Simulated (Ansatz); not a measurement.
AlNH₄ClF: several calculations on one system

**1. Relaxation**

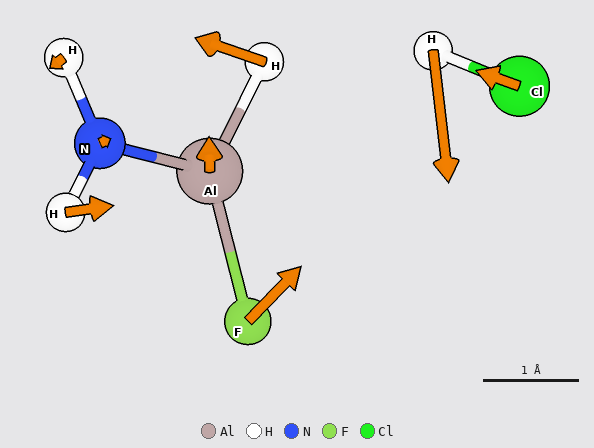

This is a relaxation of AlNH4ClF. The starting structure is drawn; orange arrows show the displacements, at their true length. The two geometries are superimposed by the best rigid fit.

A ball-and-stick model, seen from a free direction.

The run prepares an end point of a later path (reaction) calculation, from a guessed geometry.

These are results of RKS B3LYP/def2-SVP in Ansatz, not measurements.

Input
```yaml
crystal:
  periodic: [false, false, false]
  atoms:
    - { symbol: Al, position_ang: [0.152842, -0.044046, -0.122803] }
    - { symbol: H, position_ang: [0.113527, -0.249786, 1.429162] }
    - { symbol: "N", position_ang: [1.623281, -0.251413, -1.068503] }
    - { symbol: H, position_ang: [2.535732, -0.511406, -0.707684] }
    - { symbol: H, position_ang: [1.677437, -0.091959, -2.070565] }
    - { symbol: F, position_ang: [-1.277064, 0.263152, -0.932781] }
    - { symbol: Cl, position_ang: [-0.106883, 2.78587, 1.793217] }
    - { symbol: H, position_ang: [-0.116472, 1.479988, 2.082957] }
basis:
  gaussian: { orbitals: def2-SVP }
hamiltonian:
  xc: b3lyp
relax:
  f_tol: 0.03
  max_steps: 50
output:
  orbitals: {}
```

Run as
```bash
ansatz run input.yaml --threads 2 --pin off --max-ram 3072MiB --backend cpu --events-out ev --progress --plain --runs-dir out
```

Q: What happened in the run?

A: The energy falls by 25.4 kJ/mol in 34 accepted moves (39 points after the start). The largest force component goes from 1 to 0.028 eV/Å. The line search rejected the trial steps at points 1, 12, 15, 20, 22 of the run. The forces were under the threshold at step 16, but the run went on from there. The atom that moves furthest after the best rigid fit is H8 (1.50 Å). By element the largest moves are H 1.50 Å, F 0.82 Å, Cl 0.50 Å, Al 0.41 Å, N 0.13 Å. Near-neighbour distances that change, for instance: Al1–Cl7 3.427 → 2.982 Å, Al1–F6 1.672 → 1.701 Å, Cl7–H8 1.338 → 1.310 Å, Al1–N3 1.761 → 1.766 Å. Bond angles that change, for instance: N3–Al1–F6 118.4° → 115.8°.

**2. Relaxation**

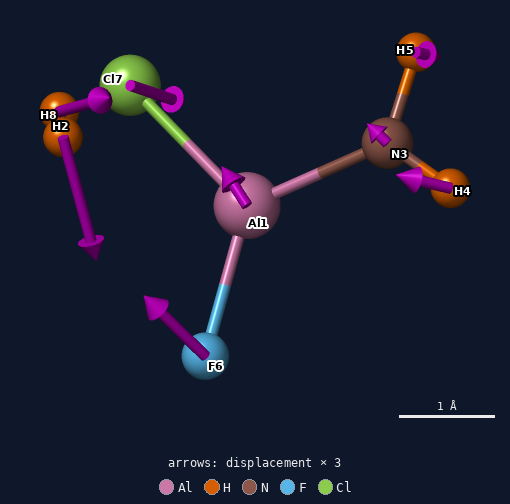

This is a relaxation of AlNH₄ClF. The starting structure is drawn; purple arrows show the displacements, 3 times their true length. The two geometries are superimposed by the best rigid fit.

The picture is a ball-and-stick view, seen at a tilt.

The run prepares an end point of a later path (reaction) calculation, from a guessed geometry.

Method: RKS B3LYP/def2-SVP (Ansatz 0.2.0).

Input
```yaml
crystal:
  periodic: [false, false, false]
  atoms:
    - { symbol: Al, position_ang: [0.057168, 0.618811, -0.423094] }
    - { symbol: H, position_ang: [0.041777, -0.049676, 2.252347] }
    - { symbol: "N", position_ang: [1.617102, 0.051656, -0.989305] }
    - { symbol: H, position_ang: [1.828142, -0.848579, -1.407211] }
    - { symbol: H, position_ang: [2.462414, 0.609902, -0.917027] }
    - { symbol: F, position_ang: [-1.325518, -0.279685, -0.611161] }
    - { symbol: Cl, position_ang: [-0.09703, 2.630741, 0.427595] }
    - { symbol: H, position_ang: [0.018345, 0.647232, 2.070856] }
basis:
  gaussian: { orbitals: def2-SVP }
hamiltonian:
  xc: b3lyp
relax:
  f_tol: 0.03
  max_steps: 50
```

Run as
```bash
ansatz run input.yaml --threads 2 --pin off --max-ram 3072MiB --backend cpu --events-out ev --progress --plain --runs-dir out
```

Q: Which element moves most?

A: Hydrogen: up to 0.49 Å, against 0.35 Å for chlorine.

Q: Describe the change and its energy.

A: The atom that moves furthest after the best rigid fit is H2 (0.49 Å). Largest moves by element: H 0.49 Å, Cl 0.35 Å, F 0.34 Å, Al 0.17 Å, N 0.10 Å. Some distances before and after: Al1–Cl7 2.190 → 2.099 Å, H2–H8 0.721 → 0.762 Å, Al1–F6 1.660 → 1.667 Å. Among the angles between lasting bonds that change: N3–Al1–F6 122.0° → 119.4°, Al1–N3–H4 127.2° → 124.7°, Al1–N3–H5 122.7° → 124.7°. The energy falls by 14.8 kJ/mol in 17 accepted moves (18 points after the start). Largest force component: 1.7 eV/Å at the start, 0.013 eV/Å at the end. The line search rejected the trial step at point 15 of the run. The forces were under the threshold at step 14, but the run went on from there.

Limits of the set-up: the start holds two separate molecules, 2.5 Å apart at their closest, whose relative position is a soft coordinate and is computed without a dispersion correction.

**3. Path**

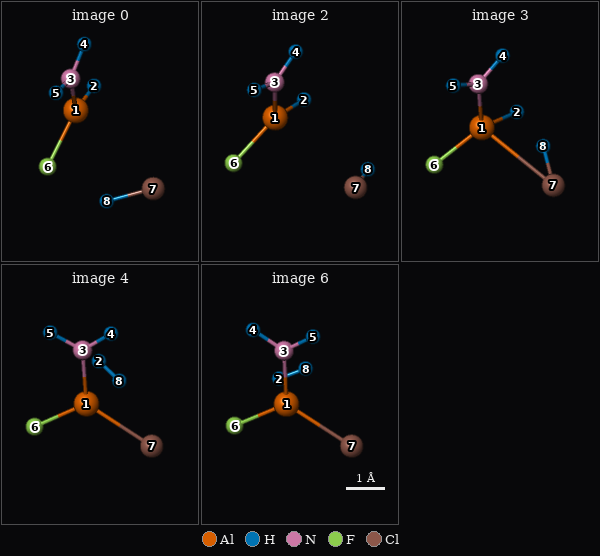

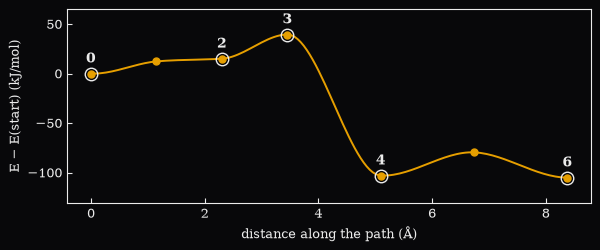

A nudged-elastic-band calculation for AlNH4ClF. Images are numbered from 0 (start) to 6 (end). A ball-and-stick model, seen from a free direction.

Level of theory: RKS B3LYP/def2-SVP (Ansatz). Run with 5 movable images; climbing image; force threshold 0.03 eV/Å; iteration limit 60; starting path through a guess of the saddle point.

Describe the mechanism and the energy profile.

The path has more than one stage, and so few images may leave a stage unresolved. Breaking: Al1–H2 (1.57 → 1.66 at the top → 2.42 Å), Cl7–H8 (1.31 → 1.45 at the top → 3.22 Å). Forming: Al1–Cl7 (2.98 → 2.49 at the top → 2.10 Å), H2–H8 (3.43 → 1.24 at the top → 0.76 Å). Forward barrier 39.5 kJ/mol, backward barrier 144.5 kJ/mol, with image 3 at the top; the reaction energy is −105.0 kJ/mol. The profile has 2 maxima (images 3, 5) with a dip at image 4 (−103.0 kJ/mol), so the process runs in steps. The band converged in 24 iterations. The largest component of the band force went from 16 to 0.023 eV/Å. The climbing image converged on the top of the path. Its vibrational analysis gives one imaginary mode (638i cm⁻¹), as a transition state must have.
